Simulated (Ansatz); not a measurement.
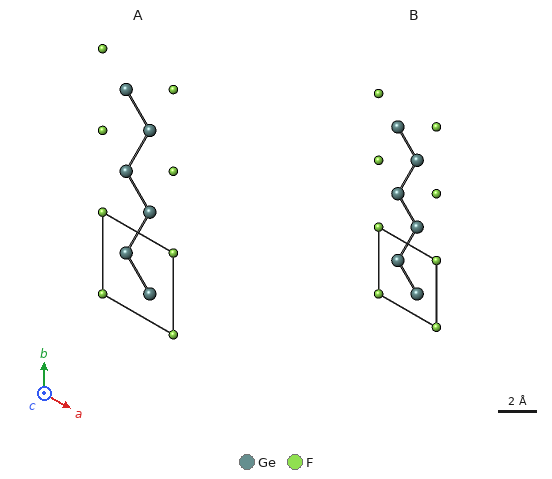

Two geometries of solid Ge2F (a generated structure, set up in P6/mmm) (coarse preliminary run), drawn at one scale. One is the start of a relaxation, the other its converged end. A ball-and-stick model of the cell of the calculation, repeated 1 × 3 × 1 with one cell outlined, seen along the c axis.

Level of theory: DFT PBE, scalar-relativistic, plane waves, PAW in Ansatz. Set-up: plane-wave cutoff 420 eV; k-point mesh 6 × 6 × 4; occupations gaussian; smearing width 0.1 eV; no spin polarisation; cell and atoms relaxed; force threshold 0.04 eV/Å; at most 70 steps.

Which geometry has the lower energy?

Structure A is the relaxed one. No atom moves by more than 0.005 Å relative to the cell. Cell: a = b 3.537 → 4.328 Å (+22.4 %), c 3.920 → 3.041 Å (−22.4 %). Volume +16.1 %. Near-neighbour distances that change, for instance: Ge–Ge 2.042 → 2.499 Å. The space group stays P6/mmm (No. 191). The energy falls by 1095 meV per atom in 9 accepted moves (12 points after the start). All forces vanish by symmetry, so only the cell relaxes. The pressure goes from 57.27 to −0.02 GPa. At 3 points the geometry stayed and the basis and grid were re-selected for the new cell (energy shift of 73.8 meV per atom at most each time).

Limits of the set-up: the k-point mesh is coarse for a cell with partly filled bands.
